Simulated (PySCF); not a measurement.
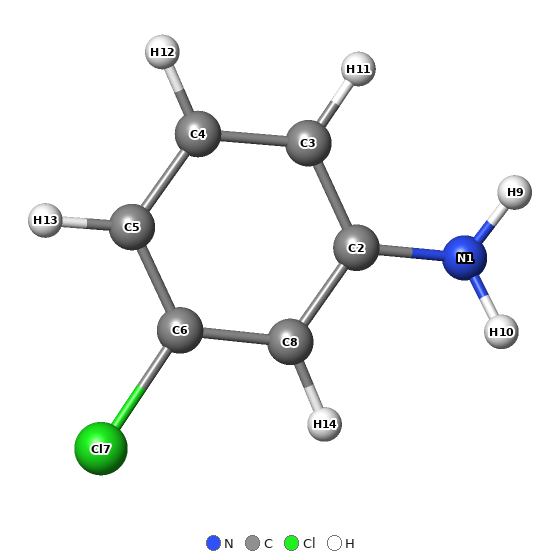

Structure of C₆H₆ClN, SMILES Nc1cccc(Cl)c1.

GIAO shifts, B97-D/pcSseg-1 with PySCF 2.14.0, at a PBE0-D3(BJ)/def2-SVP geometry (no frequency check), against TMS for ¹³C, NH₃ for ¹⁵N and TMS for ¹H computed at the same level (¹⁵N: a single molecule, while the usual scales start at liquid NH₃ or nitromethane; multiply bonded nitrogen can come out tens of ppm too deshielded). Gas phase, fully decoupled, line heights follow the number of nuclei, widths are arbitrary (no quadrupolar broadening); values of one conformer, averaged over methyl-type rotors and exact or near symmetry. Protons on N, O or S are those of the isolated molecule, without hydrogen bonds to neighbours or exchange.

Question: Predict the ¹³C spectrum.

Answer: 6 signals.


```csv
δ (ppm),nuclei,atoms
145.1,1,C2
141.6,1,C6
128.4,1,C4
116.1,1,C5
111.1,1,C8
108.3,1,C3
```

Question: How many ¹⁵N lines appear, and where?

Answer: 1 signal.


| δ (ppm) | nuclei | atoms |
| --- | --- | --- |
| 78.7 | 1 | N1 |

Question: Predict the ¹H spectrum.

Answer: 5 signals.


```
δ (ppm)  nuclei    atoms
   6.83       1      H12
   6.41       1      H13
   6.25       1      H14
   6.07       1      H11
   3.07       2  H9, H10
```

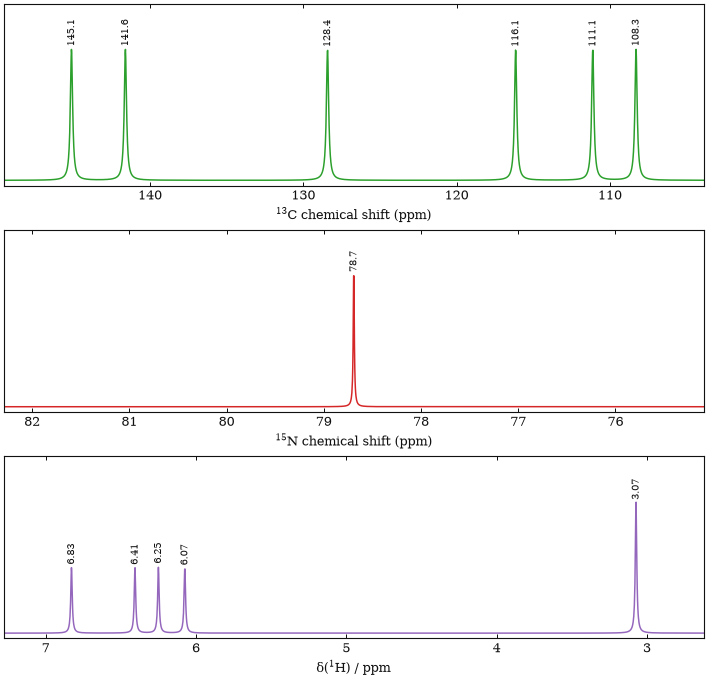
